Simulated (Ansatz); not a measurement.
# C$_{2}$H$_{4}$F$_{2}$: what the fields show

Input file:

```
basis:
  gaussian: {orbitals: def2-SVP}
crystal:
  periodic: [false, false, false]
  atoms:
    - {symbol: C, position_ang: [0.003300, 0.777600, 0.023300]}
    - {symbol: C, position_ang: [-0.052000, -0.718200, -0.008200]}
    - {symbol: F, position_ang: [0.925500, -1.243400, 0.779100]}
    - {symbol: F, position_ang: [0.168200, -1.172100, -1.271900]}
    - {symbol: H, position_ang: [0.981400, 1.111900, -0.325400]}
    - {symbol: H, position_ang: [-0.157200, 1.132800, 1.041800]}
    - {symbol: H, position_ang: [-0.771000, 1.190600, -0.624000]}
    - {symbol: H, position_ang: [-1.006100, -1.136400, 0.329500]}
hamiltonian: {xc: hf}
accuracy: high
output: {forces: true, orbitals: {seedname: orbitals}}
```

Run with:

```sh
ansatz run job.yaml --threads 1 --pin off --max-ram 2610MiB --events-out events.jsonl --progress --plain --runs-dir runs
```

Geometry: PBE0-D4/def2-TZVP.

These are results of isolated molecule in a Gaussian basis; Hartree-Fock (Ansatz 0.2.0), not measurements.

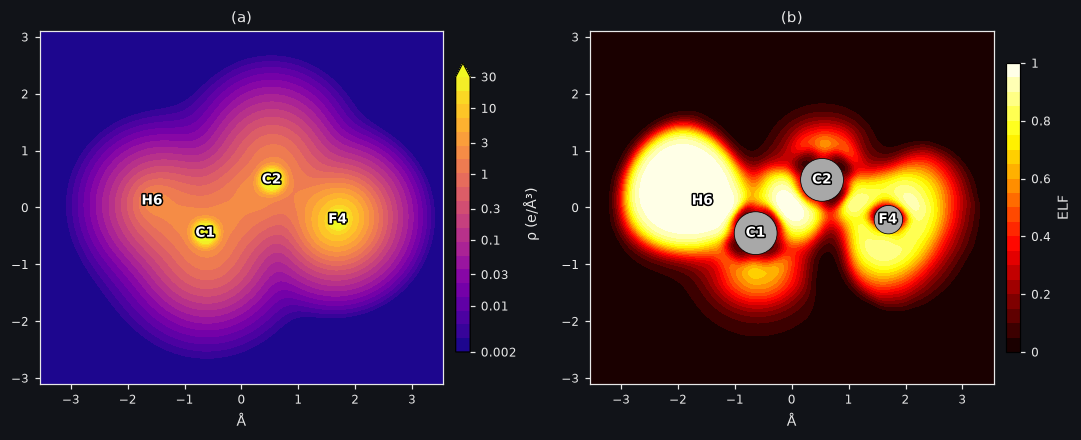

Figure 1. (a) total electron density; (b) ELF on the plane of atoms C1, C2 and F4. Grey discs cover the atomic cores in the ELF map.

### Read the bonding off the picture.

- The plane passes through C, F and H nuclei.
- C–F (1.36 Å): the density is about 2.3 e/Å³ at the midpoint; the ELF peaks at about 0.90 between the atoms (a shared but strongly polarised pair).
- C–C (1.50 Å): ρ at the midpoint is about 1.9 e/Å³; the ELF peaks at about 1 between the atoms: a shared electron pair.
- C–H (1.09 Å): ρ is about 2 e/Å³ halfway; the ELF climbs to about 1 towards the hydrogen, as it does in any bond to H (a covalent bond by its length).
- The ELF also peaks beside F4, away from the bonds: lone-pair regions.

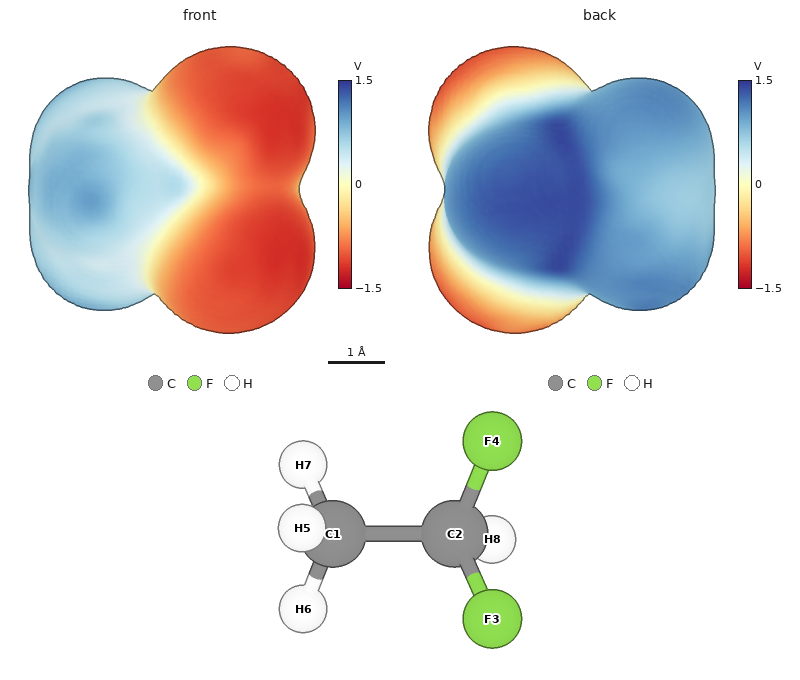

Figure 2. The electrostatic potential painted on the density surface at 0.002 e/bohr³, seen from the front and from behind; red is negative and blue positive. The bare structure is drawn below in the same view.

### Describe the electrostatic potential map.

The most negative region (about −1.2 V) lies over F3 and F4, the most positive (about +1.4 V) over C1, C2 and H8.

### What dipole moment does the calculation give?

Its dipole moment is 2.52 D.

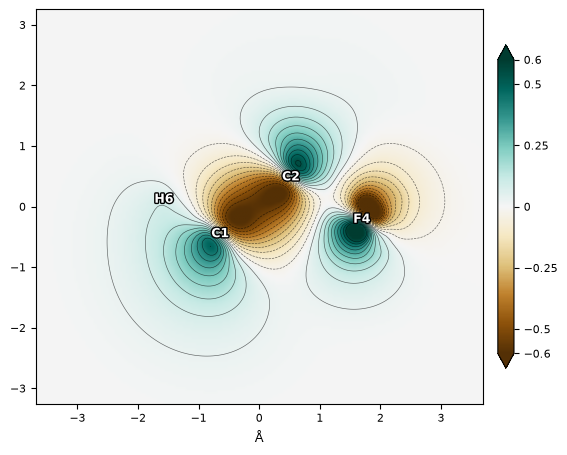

Figure 3. The HOMO on the plane of atoms C2, C1 and H6 (values in Å⁻³ᐟ²; the overall sign is arbitrary).

### Describe this orbital and give its energy.

It lies mainly on C2 (about 25 %), C1 (about 20 %), F3 (about 15 %), F4 (about 15 %) and H8 (about 15 %). Its energy is −14.06 eV.
